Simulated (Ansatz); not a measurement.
# NO (nitric oxide): levels of theory compared

Aim: a comparison of 6 runs (UCAM-B3LYP/STO-3G, UPBE0/STO-3G, UMP2/STO-3G, UCCSDT(Q)/STO-3G, UCCSDT/STO-3G, UCCSD(T)/STO-3G) of NO (nitric oxide). 

Program for the calculation: Ansatz 0.2.0.

43 further runs of the same task are left out: 3 that didn't finish, 40 set aside as unsound or not needed.

## (1) The structure to begin with

NO: 2 atoms, total charge 0, spin state doublet. SMILES: `[N]=O`. The O2–N1 distance was set to 1.444 Å, away from the relaxed value.

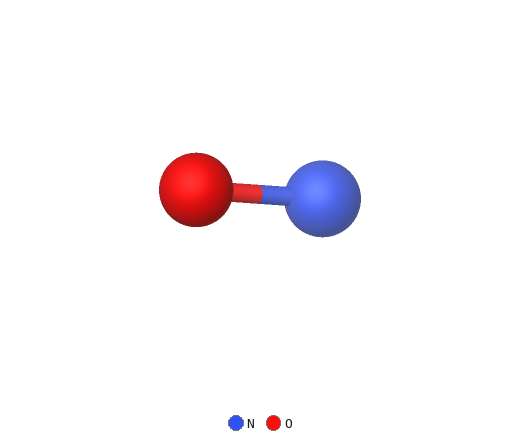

Viewed from a chosen angle; nitrogen blue, oxygen red.

## (2) A single-point energy at UCAM-B3LYP/STO-3G (run 1)

Input file job.yaml:

```yaml
crystal:
  periodic: [false, false, false]
  atoms:
    - {symbol: "N", position_ang: [-0.735371, 0.269185, -0.371008]}
    - {symbol: O, position_ang: [0.490230, -0.179450, 0.247330]}
basis:
  gaussian: {orbitals: STO-3G}
total_charge: 0
magnetization: {spin_polarized: true, initial_magnetization: 1}
hamiltonian: {xc: {name: CAM-B3LYP}}
accuracy: high
```

Run with:

```
$ ansatz run job.yaml --threads 1 --pin off --max-ram 2610MiB --events-out events.jsonl --progress --plain --runs-dir runs
```

Standard output:

```text
Warning: RAYON_NUM_THREADS=1 ignored (pool sized by the plan → 1); use --threads N
Functional definition: CAM-B3LYP
  name "CAM-B3LYP"
  parameter alpha = 0.19
  parameter beta = 0.46
  parameter omega = 0.33/bohr
  parameter ac = 0.81
  exchange = (1 - alpha - beta)*b88_x + beta*b88_x_sr(omega) + alpha*exact_x + beta*exact_x_lr(omega)
  correlation = (1 - ac)*vwn5_c + ac*lyp_c
149 factors; integrals over basis functions are off by at most 3.9e-8 eV
88 factors; integrals over basis functions are off by at most 6.3e-10 eV
mean field evaluation 1: about -3483.4370 eV, gradient 5.9e0 eV
mean field evaluation 2: about -3482.4895 eV, gradient 1.6e1 eV
mean field evaluation 4: about -3483.6579 eV, gradient 2.8e-1 eV
mean field evaluation 8: about -3483.6550 eV, gradient 6.0e-2 eV
mean field evaluation 16: about -3483.8195 eV, gradient 1.3e-5 eV
mean field evaluation 32: about -3483.6224 eV, gradient 6.4e-5 eV
mean field -3483.81945282 eV, -128.0280034734 hartree, gradient 2.1e-8 eV, S^2 1.151735; 2 other end points of the search recorded, 0 dependent functions left out
reference -3483.81946007 eV, -128.0280037399 hartree; 8, 7 occupied and 2, 3 virtual orbitals, 149 factors
Total energy: -3483.81946007 eV, -128.0280037399 hartree
```

It took 1.4 s on 1 thread of Arm Neoverse V1, shared host.

## (3) A single-point energy at UPBE0/STO-3G (run 2)

Input file in.yaml:

```yaml
crystal:
  periodic: [false, false, false]
  atoms:
    - {symbol: N, position_ang: [-0.735371, 0.269185, -0.371008]}
    - {symbol: O, position_ang: [0.490230, -0.179450, 0.247330]}
basis:
  gaussian: {orbitals: STO-3G}
magnetization: {spin_polarized: true, initial_magnetization: 1}
hamiltonian: {xc: {name: PBE0}}
accuracy: high
```

Run with:

```
$ ansatz run in.yaml --threads 1 --pin off --max-ram 2610MiB --events-out events.jsonl --progress --plain --runs-dir runs
```

Standard output:

```text
Warning: RAYON_NUM_THREADS=1 ignored (pool sized by the plan → 1); use --threads N
Functional definition: PBE0
  name "PBE0"
  parameter a = 0.25
  parameter kappa = 0.804
  parameter beta = 0.06672455060314922
  exchange = (1 - a)*pbe_x(kappa = kappa, mu = beta*pi^2/3) + a*exact_x
  correlation = pbe_c(beta = beta)
149 factors; integrals over basis functions are off by at most 3.9e-8 eV
mean field evaluation 1: about -3482.0086 eV, gradient 3.2e0 eV
mean field evaluation 2: about -3482.0895 eV, gradient 1.7e0 eV
mean field evaluation 4: about -3482.1087 eV, gradient 3.1e-1 eV
mean field evaluation 8: about -3482.1032 eV, gradient 5.5e-2 eV
mean field evaluation 16: about -3482.2695 eV, gradient 9.8e-6 eV
mean field evaluation 32: about -3482.0761 eV, gradient 3.6e-5 eV
mean field -3482.26951579 eV, -127.9710443384 hartree, gradient 1.3e-8 eV, S^2 1.151310; 2 other end points of the search recorded, 0 dependent functions left out
reference -3482.26951638 eV, -127.9710443600 hartree; 8, 7 occupied and 2, 3 virtual orbitals, 149 factors
Total energy: -3482.26951638 eV, -127.9710443600 hartree
```

It took 1.1 s on 1 thread of Arm Neoverse V1, shared host.

Runs 3 to 5 aren't shown in full; the table further down has their settings and results.

## (4) A single-point energy at UCCSD(T)/STO-3G (run 6)

Input file molecule.yaml:

```yaml
crystal:
  periodic: [false, false, false]
  atoms:
    - {symbol: N, position_ang: [-0.735371, 0.269185, -0.371008]}
    - {symbol: O, position_ang: [0.490230, -0.179450, 0.247330]}
basis:
  gaussian:
    orbitals: STO-3G
magnetization:
  spin_polarized: true
  initial_magnetization: 1
correlation:
  method: ccsd_t
  frozen_orbitals: {"N": 1, O: 1}
accuracy: high
scf:
  omitted_lower_state_checks: [cluster_reference, increment]
```

Run with:

```
$ ansatz run molecule.yaml --threads 1 --pin off --max-ram 2610MiB --events-out events.jsonl --progress --plain --runs-dir runs
```

Standard output:

```text
Warning: RAYON_NUM_THREADS=1 ignored (pool sized by the plan → 1); use --threads N
[... 16 lines left out ...]
2 core orbitals not correlated: weight in the atoms' cores, before any rotation towards them, 1.000 or more for the frozen orbitals, at most 0.000 for the correlated occupied ones
[... 41 lines left out ...]
Total energy: -3473.34242088 eV, -127.6429796514 hartree
Checks for a lower state left out: cluster_reference, increment
```

Wall time 0.41 s (1 thread of Arm Neoverse V1, shared host).

## (5) The series

| run | level | frozen core orbitals | energy (Eh) | ⟨S²⟩ | wall time |
| --- | --- | --- | --- | --- | --- |
| 1 | UCAM-B3LYP/STO-3G | – | -128.028004 | 1.152 | 1.4 s |
| 2 | UPBE0/STO-3G | – | -127.971044 | 1.151 | 1.1 s |
| 3 | UMP2/STO-3G | 2 | -127.582432 | 1.670 | 0.18 s |
| 4 | UCCSDT(Q)/STO-3G | 2 | -127.644123 | 1.670 | 1.9 s |
| 5 | UCCSDT/STO-3G | 2 | -127.642403 | 1.670 | 0.9 s |
| 6 | UCCSD(T)/STO-3G | 2 | -127.642980 | 1.670 | 0.41 s |

## (6) Summary of results

```
                                          quantity          value
                               run 6: total energy  -127.64298 Eh
run 6: correlation energy (2 core orbitals frozen)     -100.6 mEh
                             run 6: (T) correction      -2.00 mEh
          run 6: ⟨S²⟩ of the reference determinant          1.670
                              run 6: T1 diagnostic          0.112
```

Totals of different functionals can't be ranked against each other. In runs 1, 2, 3, 4, 5, 6 the basis is minimal, so the values are rough. Spin contamination of the reference: run 3 ⟨S²⟩ = 1.67, run 4 ⟨S²⟩ = 1.67, run 5 ⟨S²⟩ = 1.67, run 6 ⟨S²⟩ = 1.67, run 1 ⟨S²⟩ = 1.15, run 2 ⟨S²⟩ = 1.15. Where it is this large, the reference is a mixture of spin states, and values that rest on it are in doubt. All runs together took 6 s, the longest 1.9 s.
